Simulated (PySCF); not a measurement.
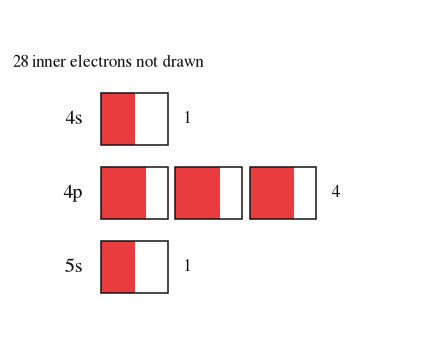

Fig. 1: The outer shells of the nominal configuration: a box for each of the 2l + 1 orbitals, shaded by the share of the shell that is filled, with the electron count at the right.

## Se: atomic calculation

- system: Se, configuration 1s2 2s2 2p6 3s2 3p6 3d10 4s1 4p4 5s1, multiplicity 5.
- method: unrestricted CCSD(T), aug-cc-pVQZ-PP with ECP10, scalar-relativistic core potential (PySCF)

**Results in brief**

- outcome: converged
- total energy (valence electrons, under a core potential): −371.407439 hartree
- CCSD correlation: −0.122046 hartree
- (T) correction: −0.011356 hartree
- CCSD energy: −371.396083 hartree
- T1 diagnostic: 0.019
- hardware: 1 CPU thread, shared host
- CPU time: 30 s (integrals apart)

**Notes**

This is not the ground configuration of the species. Caveats: largest double amplitude above 0.15.

**Input**
```python
from pyscf import gto, scf, dft, mp, cc
mol = gto.M(atom="Se 0 0 0", charge=0, spin=4, symmetry="D2h",
            basis="aug-cc-pVQZ-PP",
            ecp="aug-cc-pVQZ-PP")
mf = scf.UHF(mol)
mf.irrep_nelec = {'Ag': (5, 3), 'B1g': (1, 1), 'B2g': (1, 1), 'B3g': (1, 1), 'B1u': (2, 1), 'B2u': (2, 2), 'B3u': (2, 1)}
mf.kernel()
mycc = cc.CCSD(mf, frozen=9).run()
mycc.ccsd_t()
```

The script is an equivalent of what the driver set up; the driver started from orbitals of its own, so the log can be shorter than this script's would be, and it computed the properties (radii, ⟨L²⟩, response) afterwards. It held the occupations shell by shell, which the script's counts by irreducible representation don't always enforce.

**The program's output (extracts)**
```
CC2 = 0
CCSD nocc = (np.int64(5), np.int64(1)), nmo = (80, 80)
frozen orbitals [[0, 1, 2, 3, 4, 5, 6, 7, 8], [0, 1, 2, 3, 4, 5, 6, 7, 8]]
max_cycle = 100
direct = 0
conv_tol = 1e-08
conv_tol_normt = 1e-06
diis_space = 8
diis_start_cycle = 0
Init t2, MP2 energy = -0.0984797221519808
Init E_corr(UCCSD) = -0.0984797221539828
cycle = 1  E_corr(UCCSD) = -0.121848786522069  dE = -0.0233690644  norm(t1,t2) = 0.522493
cycle = 2  E_corr(UCCSD) = -0.154533227010195  dE = -0.0326844405  norm(t1,t2) = 1.64447
cycle = 3  E_corr(UCCSD) = -0.11367411128069  dE = 0.0408591157  norm(t1,t2) = 4.70818
cycle = 4  E_corr(UCCSD) = -0.114027288592742  dE = -0.000353177312  norm(t1,t2) = 0.422912
cycle = 5  E_corr(UCCSD) = -0.110066409655379  dE = 0.00396087894  norm(t1,t2) = 0.398985
cycle = 6  E_corr(UCCSD) = -0.120540447229312  dE = -0.0104740376  norm(t1,t2) = 0.0661473
cycle = 7  E_corr(UCCSD) = -0.120967977277346  dE = -0.000427530048  norm(t1,t2) = 0.343497
cycle = 8  E_corr(UCCSD) = -0.121957527490047  dE = -0.000989550213  norm(t1,t2) = 0.0515191
cycle = 9  E_corr(UCCSD) = -0.121949256474307  dE = 8.27101574e-06  norm(t1,t2) = 0.0497243
cycle = 10  E_corr(UCCSD) = -0.122063695696802  dE = -0.000114439222  norm(t1,t2) = 0.0143722
cycle = 11  E_corr(UCCSD) = -0.122027587537419  dE = 3.61081594e-05  norm(t1,t2) = 0.00244321
cycle = 12  E_corr(UCCSD) = -0.122051168282314  dE = -2.35807449e-05  norm(t1,t2) = 0.00053696
cycle = 13  E_corr(UCCSD) = -0.12204213498492  dE = 9.03329739e-06  norm(t1,t2) = 0.000450632
cycle = 14  E_corr(UCCSD) = -0.122044914231271  dE = -2.77924635e-06  norm(t1,t2) = 0.000235684
cycle = 15  E_corr(UCCSD) = -0.122046437676216  dE = -1.52344495e-06  norm(t1,t2) = 0.000127302
cycle = 16  E_corr(UCCSD) = -0.122044761248328  dE = 1.67642789e-06  norm(t1,t2) = 9.84249e-05
cycle = 17  E_corr(UCCSD) = -0.122043368844833  dE = 1.3924035e-06  norm(t1,t2) = 5.69523e-05
cycle = 18  E_corr(UCCSD) = -0.12204408697298  dE = -7.18128147e-07  norm(t1,t2) = 3.22711e-05
cycle = 19  E_corr(UCCSD) = -0.122044962881863  dE = -8.75908883e-07  norm(t1,t2) = 2.04353e-05
cycle = 20  E_corr(UCCSD) = -0.122045983072227  dE = -1.02019036e-06  norm(t1,t2) = 1.87016e-05
cycle = 21  E_corr(UCCSD) = -0.12204619887898  dE = -2.15806754e-07  norm(t1,t2) = 1.04297e-05
cycle = 22  E_corr(UCCSD) = -0.122046184475351  dE = 1.4403629e-08  norm(t1,t2) = 5.94926e-06
cycle = 23  E_corr(UCCSD) = -0.122046162511678  dE = 2.19636737e-08  norm(t1,t2) = 6.37041e-06
cycle = 24  E_corr(UCCSD) = -0.122046246943105  dE = -8.44314277e-08  norm(t1,t2) = 7.72582e-06
cycle = 25  E_corr(UCCSD) = -0.122046372934344  dE = -1.25991239e-07  norm(t1,t2) = 4.83566e-06
cycle = 26  E_corr(UCCSD) = -0.122046392167962  dE = -1.92336171e-08  norm(t1,t2) = 2.46496e-06
cycle = 27  E_corr(UCCSD) = -0.122046355003412  dE = 3.71645494e-08  norm(t1,t2) = 1.3469e-06
cycle = 28  E_corr(UCCSD) = -0.122046340685406  dE = 1.43180059e-08  norm(t1,t2) = 4.3666e-07
cycle = 29  E_corr(UCCSD) = -0.122046340688351  dE = -2.94518576e-12  norm(t1,t2) = 2.64961e-07
UCCSD converged
E(UCCSD) = -371.3960826855767  E_corr = -0.1220463406883515
UCCSD(T) correction = -0.0113563545035721
```

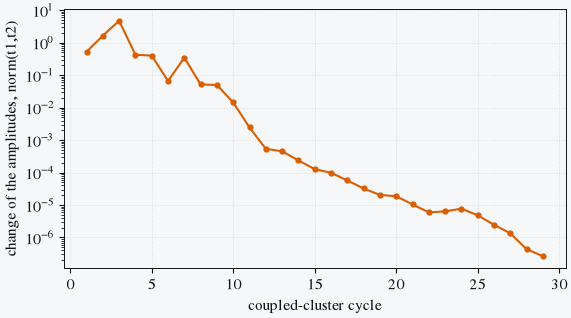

Fig. 2: Convergence: change of the amplitudes, norm(t1,t2) against the coupled-cluster cycle. The residual falls unevenly and jumps up by a factor of two or more 3 times on the way down. It goes from 0.52 to 2.6×10⁻⁷ in 29 steps.
